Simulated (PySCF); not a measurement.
**C2H9BO2Si (SMILES B[SiH](OC)OC): density, localisation and related maps**

```yaml
atoms:
  - { symbol: B, position_ang: [-1.1743, 2.0296, -0.3276] }
  - { symbol: Si, position_ang: [-0.0613, 0.5728, 0.3439] }
  - { symbol: O, position_ang: [1.4461, 0.7930, -0.2243] }
  - { symbol: C, position_ang: [2.5436, -0.0673, -0.1173] }
  - { symbol: O, position_ang: [-0.4711, -0.9292, -0.1920] }
  - { symbol: C, position_ang: [-1.6836, -1.5982, -0.0358] }
  - { symbol: H, position_ang: [-2.3365, 1.9006, -0.3800] }
  - { symbol: H, position_ang: [-0.7490, 3.0682, -0.6464] }
  - { symbol: H, position_ang: [-0.0155, 0.4565, 1.8285] }
  - { symbol: H, position_ang: [2.9385, -0.0519, 0.9015] }
  - { symbol: H, position_ang: [3.3131, 0.2801, -0.8081] }
  - { symbol: H, position_ang: [2.2619, -1.0905, -0.3694] }
  - { symbol: H, position_ang: [-1.6474, -2.5100, -0.6343] }
  - { symbol: H, position_ang: [-2.5213, -0.9818, -0.3724] }
  - { symbol: H, position_ang: [-1.8475, -1.8637, 1.0118] }
```

Geometry: GFN2-xTB.

Method: wB97X-D/def2-SVPD, SCF density, gas phase in PySCF 2.14.0.

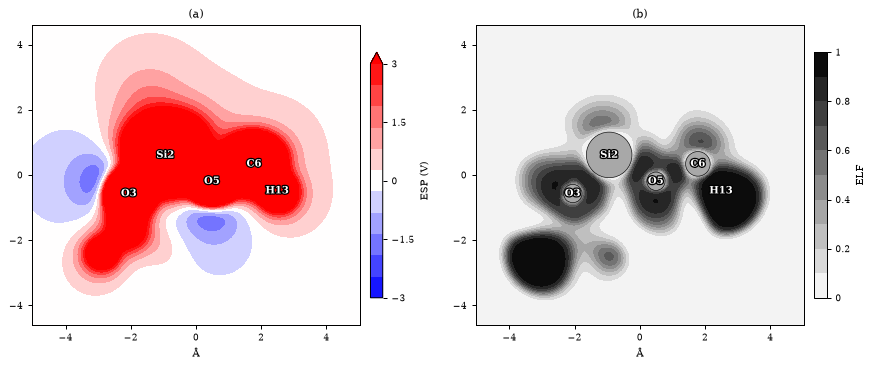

Figure 1. (a) electrostatic potential; (b) ELF on the plane of atoms O3, Si2 and O5. Grey discs cover the atomic cores in the ELF map.

**Interpret the plot.**

The plane passes through Si, O, C and H nuclei. C–O (1.39 Å): the ELF peaks at about 0.90 between the atoms: a polar covalent bond. Si–O (1.63 Å): the ELF peaks at about 0.85 between the atoms; a polar covalent bond. C–H (1.09 Å): the ELF climbs to about 1 towards the hydrogen, as it does in any bond to H (an ordinary covalent bond to hydrogen). The ELF also peaks beside O5 and O3, away from the bonds: lone-pair regions. Outside the dense part of the molecule the potential is most negative (−1.7 V) near O3.

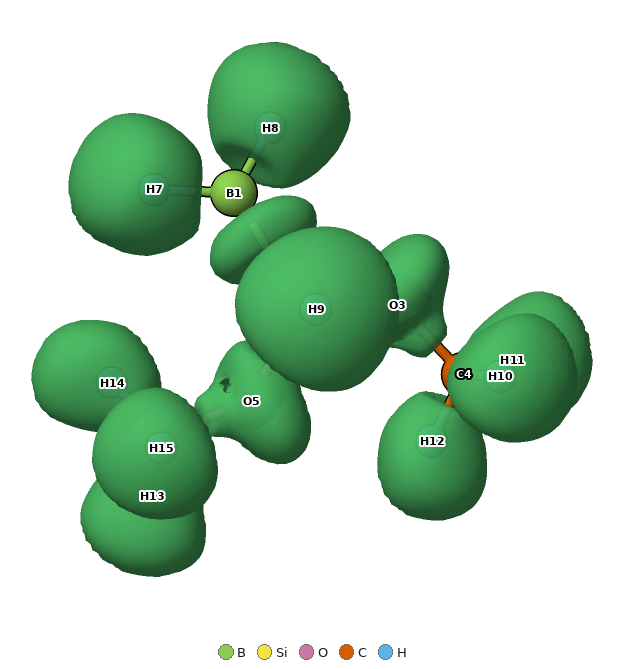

Figure 2. Isosurface of the electron localisation function at 0.75 (green), seen across its widest extent. Core shells and regions of very low density are left out.

**What do the ELF domains correspond to?**

The ELF exceeds this value in one region between bonded B–Si atoms (shared pairs), nine regions around hydrogen nuclei and two regions on O in which the atom's valence shell and bonds are merged.

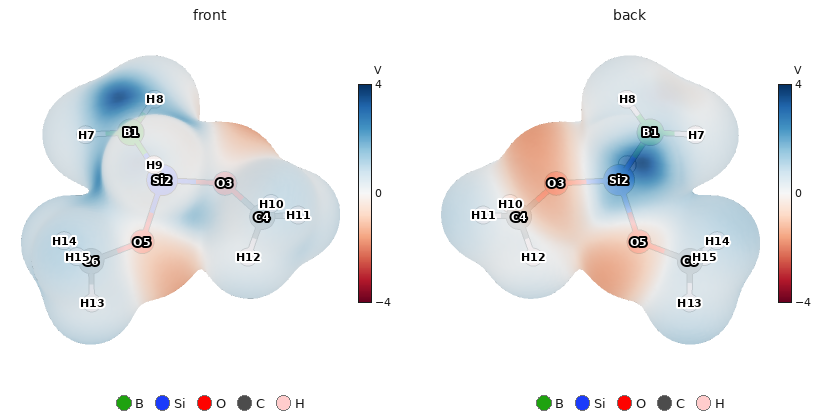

Figure 3. The electrostatic potential painted on the density surface at 0.004 e/bohr³, seen from the front and from behind; the colour scale runs from red (negative) to blue (positive).

**Where is the surface potential most negative and most positive?**

The most negative region (about −1.6 V) lies over O3, the most positive (about +3.3 V) over B1. O3 is the likeliest acceptor of a hydrogen bond.

**How polar is the molecule by this calculation?**

Its dipole moment is 1.10 D.
